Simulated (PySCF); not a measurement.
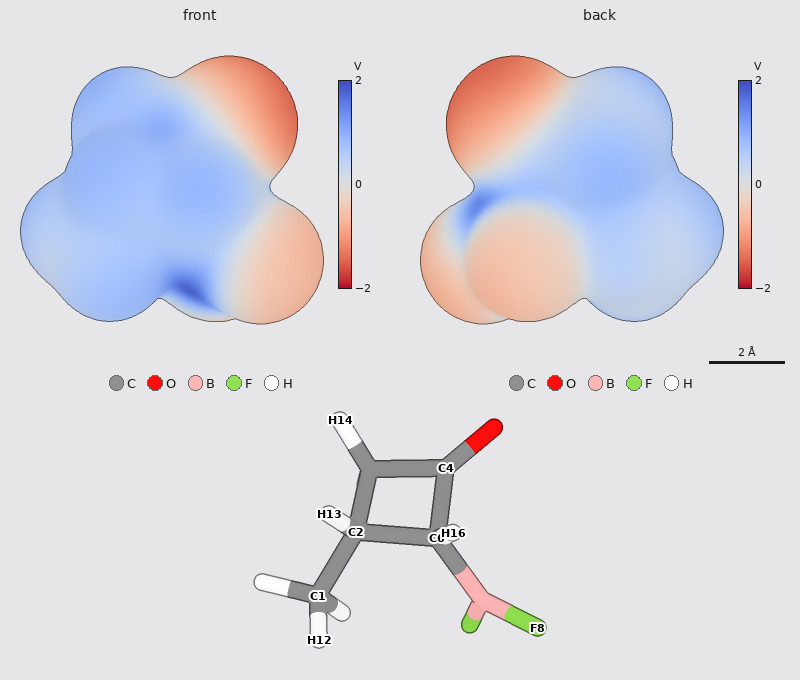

The picture shows: C5H7BF2O. The molecular electrostatic potential painted on the density surface at 0.001 e/bohr³, seen from the front and from behind; red is negative and blue positive. The bare structure is drawn below in the same view.

Geometry: GFN2-xTB.

The calculation used PySCF, PBE0/pcSseg-1, SCF density, gas phase, non-relativistic.

```
atom    x (Å)    y (Å)    z (Å)
   C  -1.3505  -1.1284  -0.2710
   C  -0.6926  -0.0219   0.5309
   C  -0.6759   1.3812  -0.1098
   C   0.7909   1.4736   0.2083
   O   1.5962   2.3532   0.2189
   C   0.8633  -0.0050   0.6204
   B   1.7321  -0.8381  -0.3960
   F   2.8924  -1.3587  -0.0583
   F   1.4094  -1.0241  -1.6598
   H  -2.4268  -0.9718  -0.3000
   H  -0.9779  -1.1486  -1.2908
   H  -1.1551  -2.0953   0.1872
   H  -1.1232   0.0060   1.5335
   H  -1.3049   2.1515   0.3322
   H  -0.8508   1.3606  -1.1849
   H   1.2656  -0.1251   1.6278
```

Question: Which sites attract a positive test charge, and which a negative one?

Answer: A positive charge is drawn to the negative regions and a negative charge to the positive ones. The most negative region (about −1.4 V) lies over O5, the most positive (about +1.6 V) over B7. O5 is the likeliest acceptor of a hydrogen bond.

Question: How polar is the molecule by this calculation?

Answer: Its dipole moment is 3.57 D.
